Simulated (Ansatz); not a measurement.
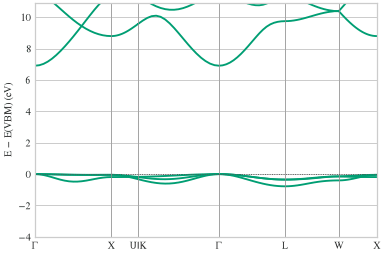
Figure. Band structure from r²SCAN in the plane-wave PAW code Ansatz

Problem. Read off the gap and where the band edges lie.

Solution. About 6.9 eV (6.91 eV by a search for the band edges); maximum at Γ, minimum at Γ.

The material is KF (rock salt, Fm-3m).

Symmetry was held in the r²SCAN relaxation; phonons on a q-mesh show no instability.

Potentials: the later of the program's two PAW sets.
